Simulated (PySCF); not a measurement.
# AgF2: relaxation and vibrations of the doublet

Aim: relax AgF2 as a doublet from a linear start, check by its vibrations whether the end is a minimum, and collect its spectrum and constants.

Program: PySCF 2.14.0. Level of theory: PBE0, basis Ag def2-TZVP with ECP28, F def2-TZVP, scalar-relativistic core potentials, no spin–orbit coupling, density fitting. These are calculated values, not measurements.

### 1 The starting structure

3 atoms, charge 0, spin multiplicity 2.

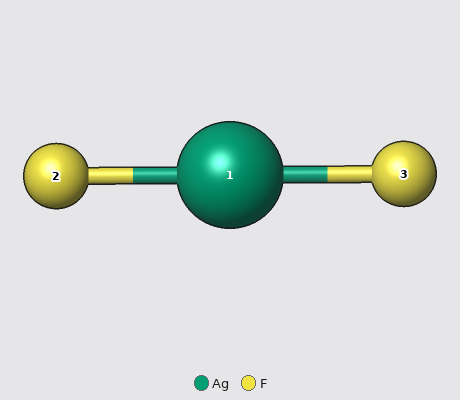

As it starts; silver teal, fluorine yellow; atoms are numbered from 1 in the order of the file.

```xyz
3
charge 0 multiplicity 2
Ag    0.0000    0.0000    0.0000
F     0.0000    0.0000    1.9200
F     0.0000    0.0000   -1.9200
```

### 2 Finding the electronic state

One driver script runs all steps and calls PySCF; scf.py shows how it sets up the SCF of each step. The optimiser is the driver's own. After this first run the driver tries any further starts and a stability analysis.

The input, scf.py:

```python
from pyscf import gto, scf, dft
mol = gto.M(atom='''
Ag     0.000000     0.000000     0.000000
F      0.000000     0.000000     1.920000
F      0.000000     0.000000    -1.920000''',
    basis={'Ag': 'def2-TZVP', 'F': 'def2-TZVP'},
    ecp={'Ag': 'def2-TZVP'},
    charge=0, spin=1)
mf = dft.UKS(mol, xc='PBE0')
mf.grids.atom_grid = (50, 194)
aux = {'Ag': 'def2-universal-JKFIT', 'F': 'def2-universal-JKFIT'}
mf = mf.density_fit(auxbasis=aux)
mf.conv_tol = 1e-08
mf.diis_space = 10
mf.max_cycle = 60
mf.init_guess = 'minao'
mf.verbose = 4
mf.kernel()
```

The run is started by

```bash
OMP_NUM_THREADS=2 python axn.py task.json out
```

The runs that follow: Linear start, doublet: relaxation; Is it a minimum? Harmonic modes.

Before running it: what results should come out? Wanted: minimum; geometry; wavenumbers; dipole moment; highest occupied, lowest empty level; polar-tensor charge of Ag1; zero-point energy; atomisation energy; ⟨S²⟩.

As calculated:

```
                                          quantity                             value
                                           minimum                      doublet, D∞h
                                          geometry  Ag–F 1.904 Å (×2); F–Ag–F 180.0°
                                wavenumbers (cm⁻¹)    172 (πu), 536 (σg+), 634 (σu+)
                                     dipole moment                            0.00 D
highest occupied, lowest empty level (either spin)                   -9.67, -6.74 eV
                        polar-tensor charge of Ag1                           +1.32 e
                                 zero-point energy                        9.1 kJ/mol
                               entropy at 298.15 K                   265.3 J/(mol K)
         atomisation energy (no zero-point energy)                        498 kJ/mol
                                              ⟨S²⟩                             0.751
```

In words: The molecule stays D∞h, as typed, and the end point is a minimum. The strongest infrared band lies at 634 cm⁻¹ (σu+, stretch). Ag1 has a polar-tensor charge of +1.3 e (a dipole derivative, not a static charge), yet symmetry cancels the bond dipoles. Most of the spin sits on Ag1 (Mulliken spin 0.71, against 1 for the whole molecule). The first SCF alone would have been 35 kJ/mol too high. Other starts or spin states, not run here, may lie lower. One determinant may miss the lowest occupation of an open d or f shell.
